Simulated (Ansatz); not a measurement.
# SnO, pressure series

The parent structure is SnO in the litharge type structure (space group P4/nmm, No. 129; a = 3.8371 Å, c = 4.7586 Å; layered, stacked along the Cartesian z axis).

Cell and atoms are relaxed at each pressure.

The values are results of Kohn–Sham DFT with the PBE-D3(BJ) functional, run in Ansatz (a program for electronic structure) with PAW and 420 eV plane waves, no SOC, not measurements.

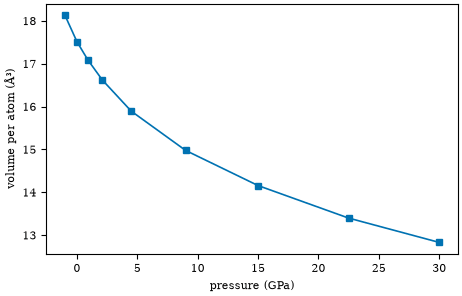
Figure. Volume per atom against pressure

| pressure (GPa) | volume per atom |
|---|---|
| -1 | 18.14 Å³ |
| 0.9 | 17.09 Å³ |
| 2.1 | 16.62 Å³ |
| 4.5 | 15.89 Å³ |
| 9 | 14.98 Å³ |
| 15 | 14.16 Å³ |
| 22.5 | 13.40 Å³ |
| 30 | 12.83 Å³ |

Load acts through the strain it causes; cell and atoms are relaxed under it. Stability against distortions was not tested. Competing high-pressure phases were not computed. The final runs are not spin-polarised.
